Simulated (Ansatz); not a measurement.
Sb under a change: Li interstitial (started 2.31 Å from the nearest host atom)

Take a 12-atom supercell of Sb in the A7 type structure (space group R-3m, No. 166; a = 4.322 Å, c = 11.039 Å (hexagonal axes)) at its relaxed geometry as the base.

One thing is altered: one Li atom is added in an open site, starting 2.31 Å from the nearest host atom, atoms relaxed at fixed cell, starting from a slightly rattled geometry.

All numbers come from PBE-D3(BJ) in Ansatz (plane waves to 420 eV, PAW, without spin-orbit coupling), earlier PAW set. Γ-centred 5×6×5 mesh, Fermi–Dirac width 0.05 eV.

The pressure goes from zero to 0.7 GPa and the largest displacement of a host atom from its site in the perfect cell amounts to 0.16 Å. The final site of the added atom amounts to 8 Sb at 2.75–2.91 Å (cubic).

Final structure:

```
LiSb12
1.0
    6.48234     1.24753     3.67966
   -6.48234     1.24753     3.67966
   -2.16078    -6.23764     3.67966
Sb Li
12 1
Direct
  0.33503   0.78954   0.61653
  0.34090   0.28205   0.11586
  0.66625   0.45750   0.62432
  0.65493   0.94887   0.11863
  0.99329   0.11500   0.63930
  0.99633   0.63910   0.11543
  0.01940   0.39706   0.86100
  0.01603   0.87295   0.38418
  0.34683   0.05474   0.87550
  0.35845   0.56354   0.38156
  0.67736   0.72213   0.88361
  0.67201   0.22970   0.38398
  0.00746   0.25652   0.25045
```

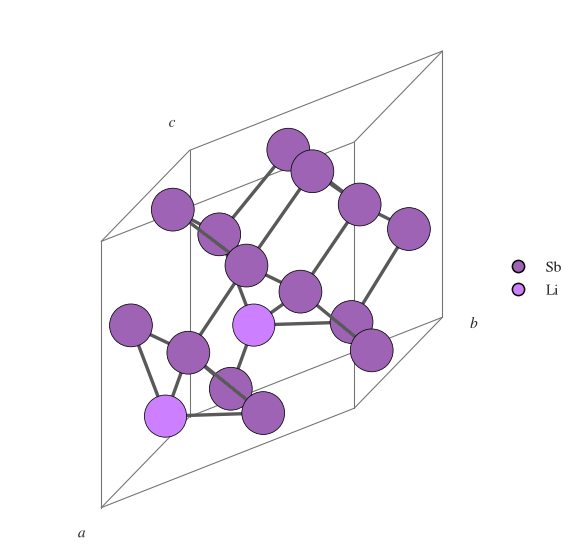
*The relaxed cell after the change*

Cost of the whole job for the changed cell (relaxation, final SCF and bands): roughly 22 core-minutes.

The cell is small, so the values are those of an ordered compound at a high defect concentration; dilute-limit values will differ. All final runs are without spin polarisation. The defect cell is not spin-polarised.

Ansatz is a quantum-chemistry and plane-wave program.
